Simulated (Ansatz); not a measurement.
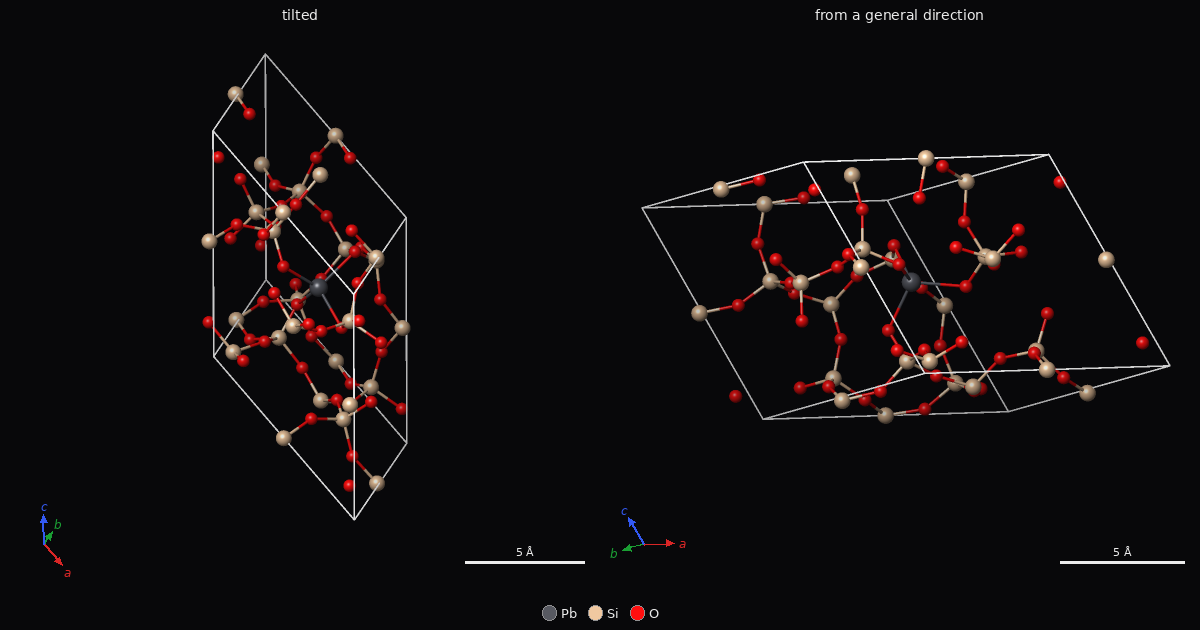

Crystal structure, ball-and-stick style, seen slightly off an axis and from a general direction. The edges of the supercell are marked. The host is SiO2, in a cell of 48 sites, and the cell carries a charge of -1.

**Where does the cell differ from the host, and how?**

Lead on a silicon site (a substitutional impurity). It is bonded to four O in a tetrahedral arrangement at about 2.2 Å.

The numbers come from Ansatz 0.2.0, DFT PBE, scalar-relativistic, plane waves, PAW, using 420 eV cutoff, 2×2×2 k-mesh, Gaussian smearing of 0.01 eV, collinear spins.

**Is there a net spin in the supercell?**

Yes, 1.0 μB in the cell.

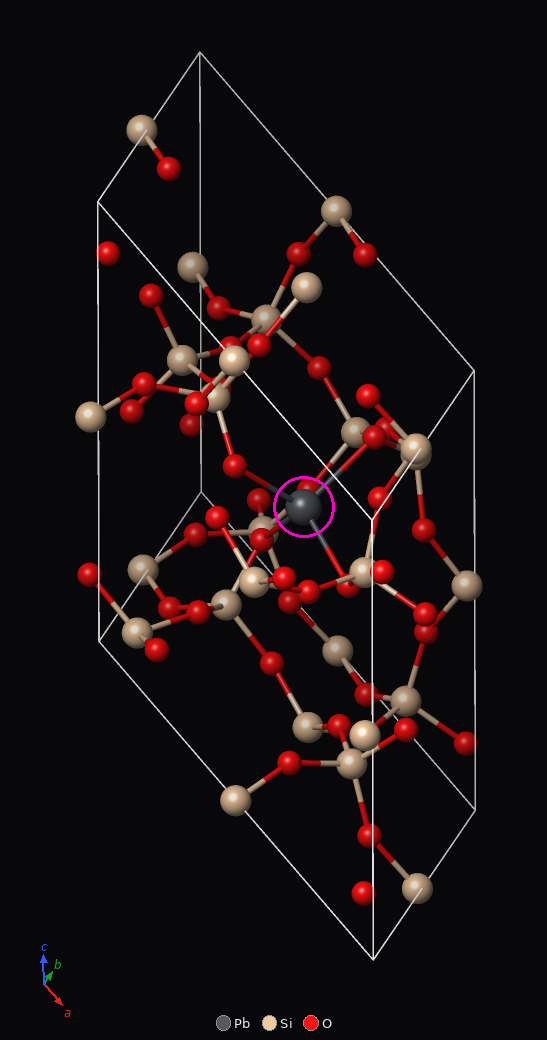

The same cell with a ring at the defect's site.

The atoms were relaxed in the host's cell with DFT PBE, scalar-relativistic, plane waves, PAW in Ansatz 0.2.0.
